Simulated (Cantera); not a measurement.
Charge: 1 mol SiC, 0.15 mol O2, 6.7 mol H2, equilibrated at 0.0390 bar.

These are equilibrium values from Cantera (NASA tables, ideal gas, pure condensed phases), not measurements of a reactor. Candidate condensed phases: C, C6H6, C7H8, C8H18, H2O, Si, SiC, SiO2; 123 gas species. Mutual solubility and eutectic melting of coexisting phases are not modelled. The tables hold silica as quartz up to 1696 K and as liquid above; real silica turns to tridymite and cristobalite and melts near 1996 K. Gases not in the tables: Si2H6 and higher silanes. Equilibrium is a limit: real reactors are often held back by kinetics, nucleation or transport.

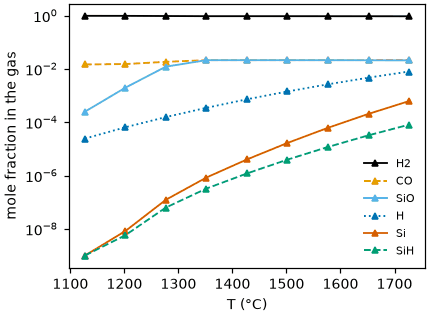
Figure: Equilibrium gas composition (values under 1e-9 drawn at 1e-9)

### Question
Read off the mole fractions at 1277 °C.

### Answer
H2 about 0.97, CO about 0.019, SiO about 0.012, H about 0.00016, Si about 1.2e-7, SiH about 6.4e-8.
